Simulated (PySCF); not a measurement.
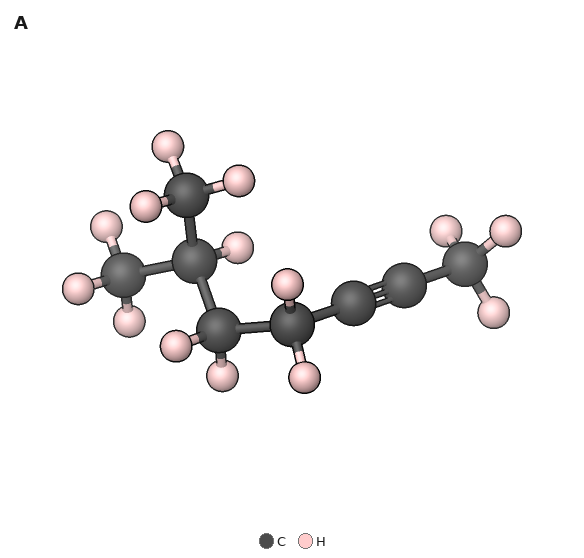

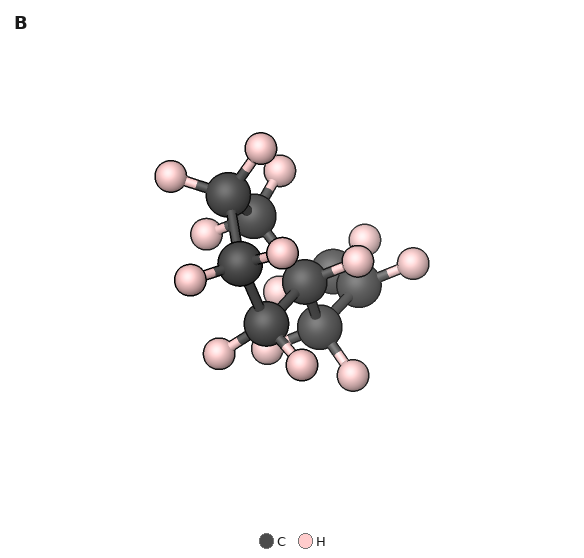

2 stationary structures of one formula. Geometries: PBE0-D3(BJ)/def2-SVP. Electronic energies: PBE0-D3(BJ)/def2-SVP (PySCF 2.14.0), without zero-point energy. No frequency run is at hand to confirm each as a minimum. Each is one conformer, not always the lowest.

Question: How are they related?

Answer: They are constitutional isomers of C8H14: A `CC#CCCC(C)C`, B `C=CCC1CCCC1`.

Question: Which structure is the most stable?

Answer: B is lowest; A lies 25.2 kcal/mol above it.
